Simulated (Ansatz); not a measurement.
```xyz
13

Si   -0.9087   -1.2729    0.1629
F     0.7617   -1.4380   -0.1681
H    -1.2231   -1.0789   -1.2873
H    -0.9711   -2.6244    0.7942
H    -2.2830   -0.8069    0.6650
H     0.2254    0.8992    0.4753
N    -0.2262    0.2717    1.1775
H     1.3818    0.3880   -1.2393
N     1.1350    1.3638   -1.0925
H    -0.9512    0.7594    1.6885
H     0.5049   -0.0260    1.8154
H     1.9858    1.9116   -1.1110
H     0.5687    1.6536   -1.8805
```

The reactant side of a reaction path; geometry: PBE0-D4/def2-TZVP; a saddle point, not a minimum.

These are results of RKS PBE0-D4/def2-TZVPP in Ansatz, not measurements.

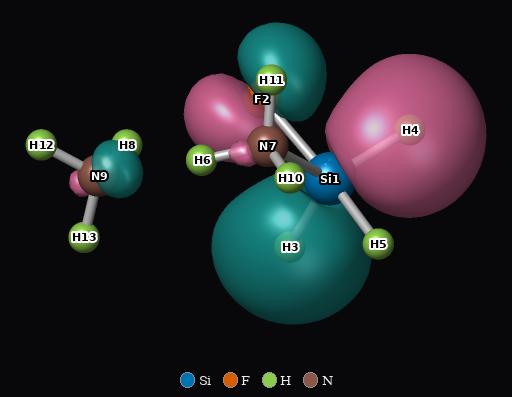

FH6NSi···NH3. The HOMO−1 at ±0.08 Å⁻³ᐟ² (teal and pink are the two phases), seen from one side.

### Describe this orbital and give its energy.

Its weight (Hirshfeld) is mainly on Si1 (about 30 %), F2 (about 20 %), H4 (about 20 %) and H3 (about 20 %). Its energy is −8.27 eV.
